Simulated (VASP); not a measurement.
Band structure of ZnF$_{2}$ (rutile). All values below come from LDA (Ceperley-Alder, Perdew-Zunger), VASP's LDA PAW potentials (set 64) (plane waves; VASP).

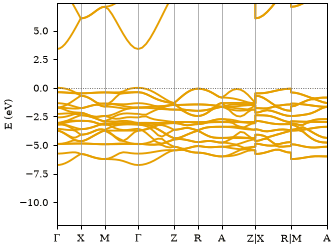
Fig. 1. Bands along high-symmetry lines, zero at the valence-band maximum or, without a gap, the Fermi level

### Question
Read the plot: is there a gap, and where are the band edges?

### Answer
The gap is direct, 3.39 eV, from the valence maximum at Γ to the conduction minimum at Γ. (Edges off the drawn lines would not show.)

Measured: gap 7.50 eV (computed value off by -4.11 eV), as given by Dominik Kurzydłowski et al., Inorganic Chemistry (2020), arXiv:1912.01850 [midpoint of the printed range].

The compound is ZnF2 in the rutile structure. It was relaxed first.
